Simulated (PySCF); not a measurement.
C$_{2}$H$_{8}$OSi

The calculation's input:

```
{"job": {"kind": "uv", "xc": "wB97X-D", "basis": "def2-SVPD", "ip": false, "nstates": 10}, "charge": 0, "multiplicity": 1}
Si     0.843008    -0.097543    -1.900428
O      0.675344    -0.021798    -0.247243
C     -0.568338     0.050358     0.408289
C     -0.351035     0.047249     1.902794
H     -1.109495     0.968691     0.105602
H     -1.209011    -0.805543     0.116841
H     -1.311917     0.099973     2.436588
H      0.172095    -0.869701     2.211955
H      0.264124     0.908364     2.202903
H      2.301740    -0.179989    -2.177280
H      0.263435     1.118872    -2.554839
H      0.145512    -1.301672    -2.454212
```

Command:

```sh
OMP_NUM_THREADS=1 python probes_run.py task.json out
```

Geometry: PBE0-D3(BJ)/def2-SVP.

Level of theory: wB97X-D/def2-SVPD, SCF density, gas phase in PySCF 2.14.0.

Predict the electron density and electron localisation function between the atoms.

Answer. C–O (1.41 Å): the density is about 2 e/Å³ at the midpoint, with its minimum of 1.7 e/Å³ about 0.5 Å from C; the ELF peaks at about 0.90 between the atoms: a polar covalent bond.
C–C (1.51 Å): the density is about 1.7 e/Å³ at the midpoint; the ELF peaks at about 0.95 between the atoms; a shared electron pair.
Si–O (1.66 Å): ρ is about 1.1 e/Å³ halfway; the ELF peaks at about 0.90 between the atoms: a shared but strongly polarised pair.
C–H (1.10 Å): the density is about 1.9 e/Å³ at the midpoint; the ELF climbs to about 1 towards the hydrogen, as it does in any bond to H (an ordinary covalent bond to hydrogen).

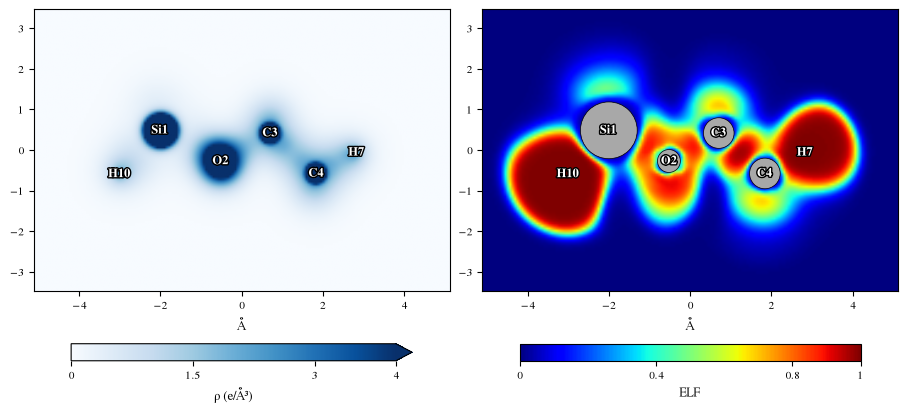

Computed electron density and electron localisation function on the plane of atoms O2, C3 and C4, in this order. Grey discs cover the atomic cores in the ELF map. 
